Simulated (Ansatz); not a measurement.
## Electronic structure of Cl3FMoS in real space

```yaml
atoms:
  - { symbol: F, position_ang: [-1.6442, -0.5234, 0.7594] }
  - { symbol: Mo, position_ang: [-0.0128, -0.0389, 0.0391] }
  - { symbol: S, position_ang: [1.3913, -0.7601, 1.3572] }
  - { symbol: Cl, position_ang: [-0.3963, -1.7331, -1.4243] }
  - { symbol: Cl, position_ang: [1.2423, 0.9524, -1.5685] }
  - { symbol: Cl, position_ang: [-0.5383, 2.0390, 0.7909] }
```

Geometry: PBE0-D4/def2-TZVP; core potentials replace the inner electrons of Mo.

All numbers below come from RKS PBE0-D4/def2-TZVPP (Ansatz 0.2.0).

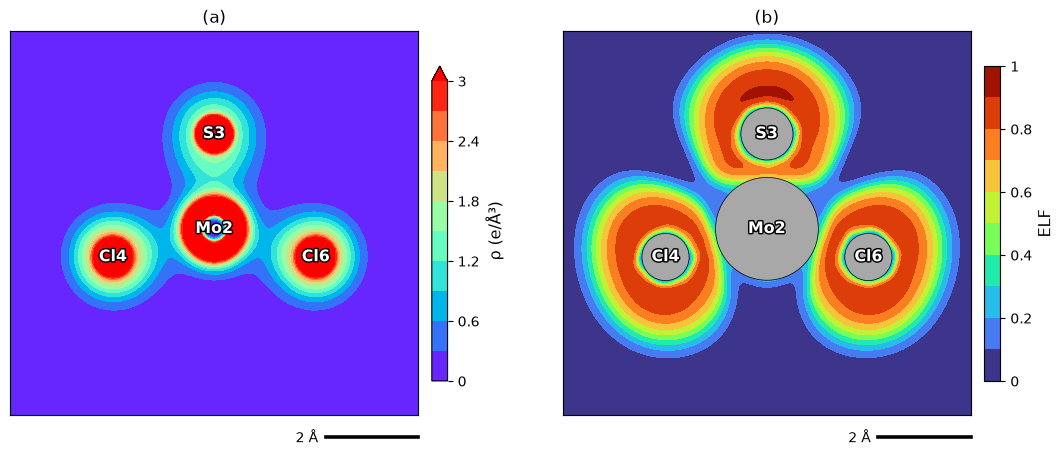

Figure 1. (a) electron density; (b) ELF on the plane of atoms Cl4, Mo2 and Cl6. Grey discs cover the atomic cores in the ELF map.

> Read the bonding off the picture.

The section cuts through Mo, S and Cl sites.
Mo–S (2.06 Å): the density is about 1.2 e/Å³ at the midpoint; the ELF peaks at about 0.70 in the valence shell of S, 0.8 Å from its nucleus, and is about 0.50 at the midpoint.
Mo–Cl (2.27 Å): ρ is about 0.75 e/Å³ halfway; the ELF peaks at about 0.80 in the valence shell of Cl, 0.8 Å from its nucleus, and is about 0.45 at the midpoint.

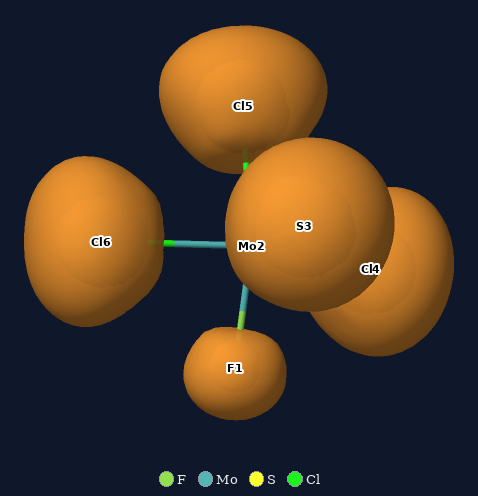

Figure 2. Isosurface of the ELF at 0.75 (orange), seen at a tilt. Only the valence region is drawn (cores and ρ < 0.01 e/Å³ removed).

> What do the ELF domains correspond to?

The surface consists of one ring or bowl of non-bonding electrons around S, three regions wrapped around Cl (the valence shell of each) and one region wrapped around F (its valence shell). Along the contacts the grid gives the following. Mo–F (1.85 Å): the ELF peaks at about 0.80 in the valence shell of F, 0.5 Å from its nucleus, and drops to about 0.30 between the two atoms.

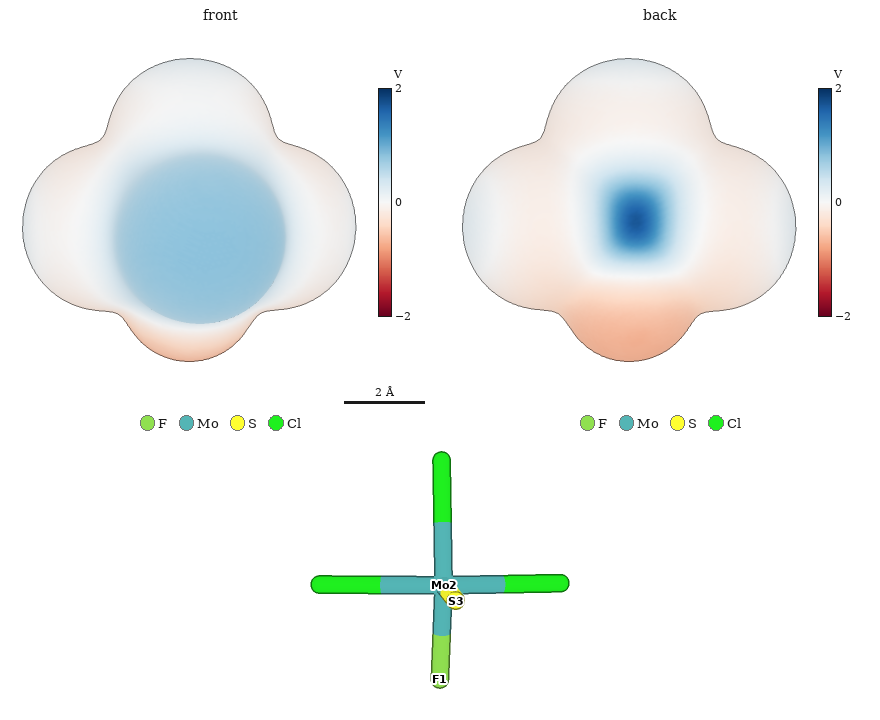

Figure 3. The electrostatic potential painted on the density surface at 0.001 e/bohr³, seen from the front and from behind; red is negative and blue positive. The bare structure is drawn below in the same view.

> Describe the electrostatic potential map.

The most negative region (about −0.7 V, or −16 kcal/mol for a unit charge) lies over F1, the most positive (about +1.5 V, or +35 kcal/mol for a unit charge) over Mo2.
